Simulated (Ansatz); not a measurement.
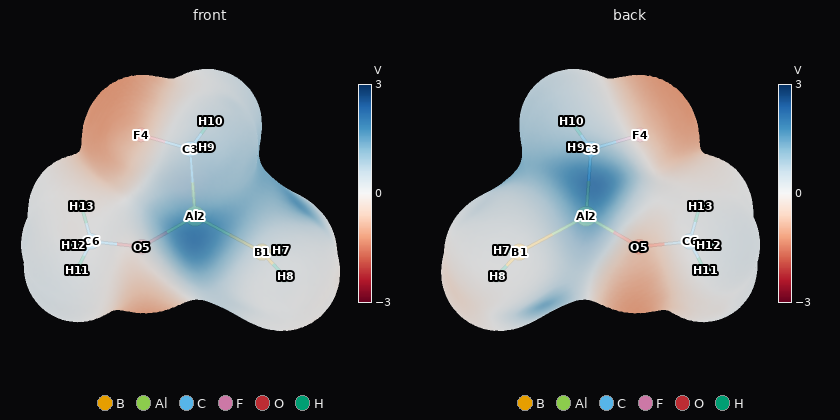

C$_{2}$H$_{7}$AlBFO. The electrostatic potential painted on the density surface at 0.001 e/bohr³, seen from the front and from behind; red is negative and blue positive.

Theory: Ansatz 0.2.0, RKS BHLYP-D4/def2-SVP.

```xyz
13

B     0.0913   -2.5990   -0.8688
Al    0.1793   -0.5993   -0.1819
C     1.8391    0.3231    0.4024
F     1.5663    1.6610    0.6635
O    -1.2571    0.2800   -0.1048
C    -1.7472    1.5290    0.2516
H     0.1828   -2.8905   -2.0315
H    -0.0548   -3.5350   -0.1283
H     2.2667   -0.1198    1.3130
H     2.6415    0.2801   -0.3471
H    -2.4994    1.4333    1.0431
H    -2.2338    2.0081   -0.6060
H    -0.9540    2.1943    0.6097
```

**Describe the electrostatic potential map.**

The most negative region (about −1.2 V) lies over F4 and O5, the most positive (about +2.1 V) over Al2.
